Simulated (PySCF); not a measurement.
Breaking a bond: SMILES P, singlet. The P1–H4 bond (P1 also carries H, H; H4 carries nothing else) is varied alone, starting from the PBE0/def2-TZVP optimised geometry.

```
4

P      0.0000     0.0000     0.0000
H      1.4154    -0.0809    -0.0766
H      0.0000     1.4177    -0.0766
H      0.0000     0.0000     1.4198
```

Computed with: UKS-CAM-B3LYP = unrestricted CAM-B3LYP/6-31G (PySCF); RKS-CAM-B3LYP = restricted CAM-B3LYP/6-31G run with PySCF; RCCSD(T) = CCSD(T) on RHF/6-31G, 5 core orbitals frozen (PySCF 2.14.0); UCCSD = CCSD on UHF/6-31G, 5 core orbitals frozen (PySCF).

Energies are in kJ/mol, each relative to the lowest point of its own curve near equilibrium.

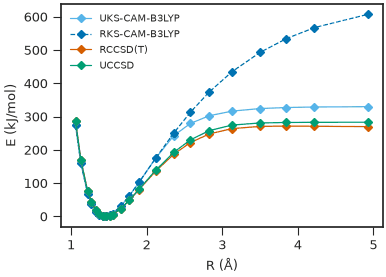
*Energy against bond length for each method.*

```
R / Å  UKS-CAM-B3LYP  RKS-CAM-B3LYP  RCCSD(T)  UCCSD
-----  -------------  -------------  --------  -----
1.06           274.2          274.2     286.3  286.0
1.13           160.2          160.2     169.9  169.7
1.22            68.9           68.9      76.0   75.8
1.27            38.0           38.0      43.6   43.4
1.33            14.6           14.6      18.5   18.4
1.37             5.6            5.6       8.4    8.3
1.42             0.3            0.3       1.6    1.6
1.46             0.0            0.0       0.0    0.0
1.51             3.4            3.4       1.7    1.8
1.55             8.7            8.7       5.5    5.6
1.66            31.4           31.4      23.5   23.8
1.77            61.8           61.8      48.2   48.7
1.90           102.7          102.7      80.9   81.9
2.12           175.3          175.3     136.1  139.0
2.36           243.1          251.0     187.2  192.9
2.58           279.7          313.3     222.2  230.3
2.83           302.8          374.6     248.1  258.1
3.13           316.6          435.0     264.0  274.6
3.50           324.3          493.0     270.7  281.0
3.85           327.4          534.6     271.5  282.5
4.22           329.0          567.5     271.0  282.9
4.93           330.0          607.7     270.0  283.2
```

At the longest distance, 4.93 Å, RKS-CAM-B3LYP lies highest above its minimum (607.7 kJ/mol) and RCCSD(T) lowest (270.0 kJ/mol).

The unrestricted determinant behind UKS-CAM-B3LYP is spin-contaminated at 2.36 to 4.93 Å (<S²> up to 1.0, against 0.00 for a pure singlet). The restricted form behind RKS-CAM-B3LYP keeps the bonding electrons paired and can't separate into open-shell fragments. The T1 diagnostic of CCSD on the restricted reference of RCCSD(T) exceeds 0.045 at 3.13 to 4.93 Å. The unrestricted determinant behind UCCSD is spin-contaminated at 2.12 to 4.93 Å (<S²> up to 1.0, against 0.00 for a pure singlet).
